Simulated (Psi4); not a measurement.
# HF/def2-SV(P) (sweep point 1) run of BH3O (SMILES BO)

What is the vertical ionisation energy of BH3O at HF/def2-SV(P) (sweep point 1)? Input form: a Python script.

The results are computed with Psi4 1.11.

**1. The molecule**

BH3O: 5 atoms, total charge 0, spin state singlet. SMILES: `BO`. The coordinates come from a PBE0-D4/def2-TZVP relaxation.

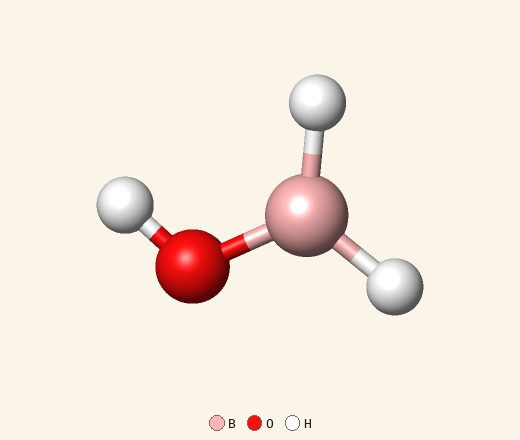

The structure, seen from a chosen angle (boron pink, oxygen red, hydrogen white).

**2. The energy at HF/def2-SV(P) (sweep point 1)**

Contents of run.py:

```python
import psi4

psi4.set_memory('1600 MB')
psi4.set_num_threads(1)
psi4.core.set_output_file('output.dat', False)

molecule = psi4.geometry("""
0 1
B     -0.226600    -0.352800     0.074700
O      0.413500     0.801800     0.345900
H     -0.820300    -0.865500     0.977800
H     -0.190600    -0.828900    -1.028100
H      0.874000     1.171800    -0.411700
symmetry c1
""")

psi4.set_options({
    'reference': 'rhf',
    'puream': True,
    'scf_type': 'pk',
})

E, wfn = psi4.energy("scf/def2-SV(P)", molecule=molecule, return_wfn=True)
print(f'scf/def2-SV(P) energy: {E:.10f} Eh')
```

Run with:

```bash
$ python run.py
```

output.dat:

```text
[...]
  Running in c1 symmetry.
[...]
  Nuclear repulsion =   30.404687954616726
[...]
  Multiplicity = 1
[...]
  Nalpha       = 8
  Nbeta        = 8
[...]
    Number of basis functions: 34
[...]
   @RHF iter   1:  -101.17605333905131   -7.50742e-01   1.06114e-02 DIIS/ADIIS
[...]
   @RHF iter   8:  -101.23385380809373   -9.60415e-09   4.80771e-07 DIIS
[...]
    Orbital Energies [Eh]
    ---------------------
    Doubly Occupied:
       1A    -20.575767     2A     -7.630121     3A     -1.360494
       4A     -0.772106     5A     -0.648030     6A     -0.577937
       7A     -0.547014     8A     -0.463529
[...]
  @RHF Final Energy:  -101.23385380809373
   => Energetics <=
    Nuclear Repulsion Energy =             30.4046879546167261
    One-Electron Energy =                -198.1270817520340302
    Two-Electron Energy =                  66.4885399893235842
    Total Energy =                       -101.2338538080937269
[...]
 Multipole Moments:
 ------------------------------------------------------------------------------------
     Multipole            Electronic (a.u.)      Nuclear  (a.u.)        Total (a.u.)
 ------------------------------------------------------------------------------------
 L = 1.  Multiply by 2.5417464519 to convert [e a0] to [Debye]
 Dipole X            :          0.4343009           -0.1573340            0.2769669
 Dipole Y            :          0.8217871           -0.6718001            0.1499870
 Dipole Z            :          0.2620815           -0.8681921           -0.6061106
 Magnitude           :                                                    0.6830643
[...]
```

Standard output:

```text
scf/def2-SV(P) energy: -101.2338538081 Eh
```

It took 1.9 s on 1 thread of Intel Xeon Platinum 8259CL at 2.50GHz (Skylake/Cascade Lake), shared host; peak memory 0.18 GiB.

**3. The doublet cation**

Contents of job.py:

```python
import psi4

psi4.set_memory('1600 MB')
psi4.set_num_threads(1)
psi4.core.set_output_file('output.dat', False)

molecule = psi4.geometry("""
1 2
B     -0.226600    -0.352800     0.074700
O      0.413500     0.801800     0.345900
H     -0.820300    -0.865500     0.977800
H     -0.190600    -0.828900    -1.028100
H      0.874000     1.171800    -0.411700
units angstrom
symmetry c1
""")

options = {'reference': 'uhf', 'puream': True, 'scf_type': 'pk', 'maxiter': 150}
psi4.set_options(options)

e = psi4.energy("hf/def2-SV(P)", molecule=molecule)
print(f'hf/def2-SV(P) energy: {e:.10f} Eh')
for k, v in sorted(psi4.core.scalar_variables().items()):
    print(f'{k:45s} {v:18.10f}')
```

Run with:

```bash
$ python job.py
```

output.dat:

```text
[...]
  Running in c1 symmetry.
[...]
  Nuclear repulsion =   30.404687954616726
[...]
  Multiplicity = 2
[...]
  Nalpha       = 8
  Nbeta        = 7
[...]
    Number of basis functions: 34
[...]
   @UHF iter   1:  -100.73250289992862   -3.07192e-01   1.00131e-02 DIIS/ADIIS
[...]
   @UHF iter  14:  -100.80345478558907   -2.53100e-08   8.62188e-07 DIIS
[...]
   @S^2 Observed:                7.801144507E-01
[...]
    Orbital Energies [Eh]
    ---------------------
    Alpha Occupied:
       1A    -20.900624     2A     -7.994630     3A     -1.677537
       4A     -1.101857     5A     -1.019777     6A     -0.941581
       7A     -0.861356     8A     -0.853678
    Alpha Virtual:
       9A     -0.159079    10A     -0.053817    11A      0.001465
      12A      0.036692    13A      0.070272    14A      0.080895
      15A      0.140680    16A      0.215229    17A      0.442774
      18A      0.490482    19A      0.538235    20A      0.678429
      21A      0.878044    22A      0.949378    23A      0.963278
      24A      1.054833    25A      1.143241    26A      1.215743
[...]
  @UHF Final Energy:  -100.80345478558907
   => Energetics <=
    Nuclear Repulsion Energy =             30.4046879546167261
    One-Electron Energy =                -192.9138474297544406
    Two-Electron Energy =                  61.7057046895486536
    Total Energy =                       -100.8034547855890679
  UHF NO Occupations:
  HONO-2 :    6  A 1.9967354
  HONO-1 :    7  A 1.9884939
[...]
 Multipole Moments:
 ------------------------------------------------------------------------------------
     Multipole            Electronic (a.u.)      Nuclear  (a.u.)        Total (a.u.)
 ------------------------------------------------------------------------------------
 L = 1.  Multiply by 2.5417464519 to convert [e a0] to [Debye]
 Dipole X            :         -0.2151942           -0.1573340           -0.3725281
 Dipole Y            :         -0.3691168           -0.6718001           -1.0409168
 Dipole Z            :         -0.0526787           -0.8681921           -0.9208708
 Magnitude           :                                                    1.4388496
[...]
```

The script printed:

```text
hf/def2-SV(P) energy: -100.8034547856 Eh
CURRENT ENERGY                                   -100.8034547856
CURRENT REFERENCE ENERGY                         -100.8034547856
DD SOLVATION ENERGY                                 0.0000000000
HF KINETIC ENERGY                                 100.6204156196
HF POTENTIAL ENERGY                              -201.4238704052
HF TOTAL ENERGY                                  -100.8034547856
HF VIRIAL RATIO                                     2.0018191056
NUCLEAR REPULSION ENERGY                           30.4046879546
ONE-ELECTRON ENERGY                              -192.9138474298
PCM POLARIZATION ENERGY                             0.0000000000
PE ENERGY                                           0.0000000000
SCF ITERATION ENERGY                             -100.8034547856
SCF ITERATIONS                                     14.0000000000
SCF TOTAL ENERGY                                 -100.8034547856
TWO-ELECTRON ENERGY                                61.7057046895
```

Run time: 1.9 s. Hardware: 1 thread of Intel Xeon Platinum 8259CL at 2.50GHz (Skylake/Cascade Lake), shared host; peak memory 0.19 GiB.

**4. Results**

Level: HF/def2-SV(P) (sweep point 1).

| quantity | value |
| --- | --- |
| singlet BH3O: total energy | -101.23385 Eh |
| singlet BH3O: dipole moment | 1.74 D |
| singlet BH3O: HOMO energy | -12.61 eV |
| singlet BH3O: LUMO energy | 3.46 eV |
| singlet BH3O: HOMO–LUMO gap | 16.07 eV |
| doublet cation: total energy | -100.80345 Eh |
| doublet cation: HOMO energy (highest over α and β) | -22.56 eV |
| doublet cation: LUMO energy (lowest over α and β) | -10.85 eV |
| doublet cation: ⟨S²⟩ | 0.780 |
| vertical ionisation energy (to the doublet cation) | 11.712 eV |

In words: Removing an electron at fixed nuclei costs 11.71 eV (1130 kJ/mol). −ε(HOMO) before ionisation, 12.61 eV, is 0.90 eV above this ionisation energy.
